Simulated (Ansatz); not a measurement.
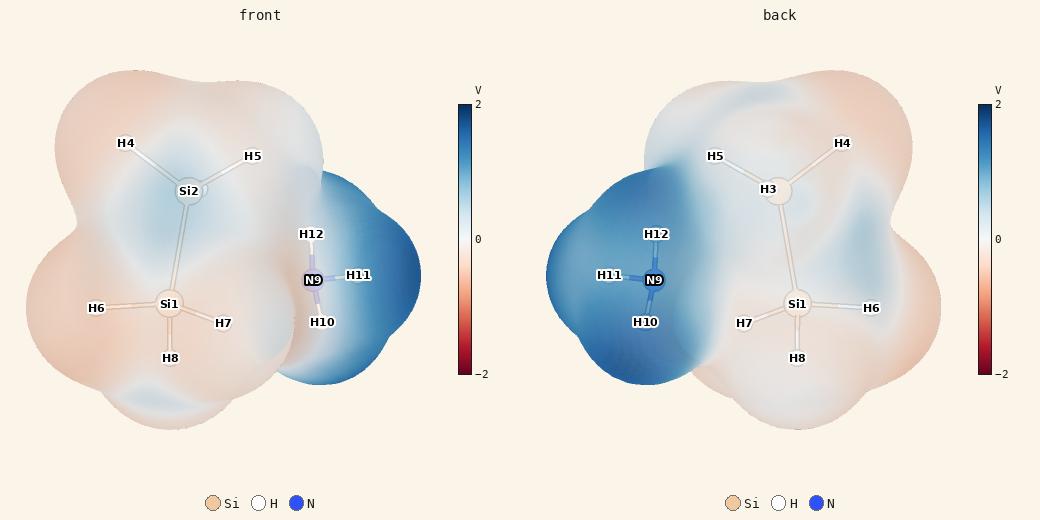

H6Si2···NH3. The molecular electrostatic potential painted on the density surface at 0.002 e/bohr³, seen from the front and from behind; red is negative and blue positive.

Not at a stationary point (largest force 1.1 eV/Å).

All numbers below come from RKS PBE-D4/def2-SVP (Ansatz).

Input

```
crystal:
  periodic: [false, false, false]
  atoms:
    - { symbol: Si, position_ang: [0.0, 0.0, 0.0] }
    - { symbol: Si, position_ang: [0.0, 0.0, 2.57] }
    - { symbol: H, position_ang: [-1.3148, -0.4067, 3.0574] }
    - { symbol: H, position_ang: [1.0096, -0.9353, 3.0574] }
    - { symbol: H, position_ang: [0.3052, 1.342, 3.0574] }
    - { symbol: H, position_ang: [1.3768, 0.0, -0.4862] }
    - { symbol: H, position_ang: [-0.6877, 1.1914, -0.4862] }
    - { symbol: H, position_ang: [-0.6877, -1.1914, -0.4862] }
    - { symbol: "N", position_ang: [-2.0118, 0.0, 0.6685] }
    - { symbol: H, position_ang: [-2.7319, -0.6071, 0.1822] }
    - { symbol: H, position_ang: [-2.2977, 0.6071, 1.489] }
    - { symbol: H, position_ang: [-1.4454, 0.0, 1.8208] }
basis:
  gaussian: { orbitals: def2-SVP }
hamiltonian:
  xc: pbe
  dispersion: d4
relax:
  f_tol: 0.15
  max_steps: 25
  restrain:
    - { distance: [0, 8], at: 3.02, k: 30.0 }
    - { distance: [11, 1], at: 2.66, k: 30.0 }
    - { distance: [0, 1], at: 2.22, k: 30.0 }
    - { distance: [11, 8], at: 1.06, k: 30.0 }
output:
  orbitals: {}
```

Run with:

```sh
ansatz run input.yaml --threads 2 --pin off --max-ram 3072MiB --backend cpu --events-out ev --progress --plain --runs-dir out
```

The fields are those of the run's last geometry, not of the input's.

Which sites attract a positive test charge, and which a negative one?

A positive charge is drawn to the negative regions and a negative charge to the positive ones. The most negative region (about −0.5 V) lies over H6 and N9, the most positive (about +1.7 V) over H10 and H11.
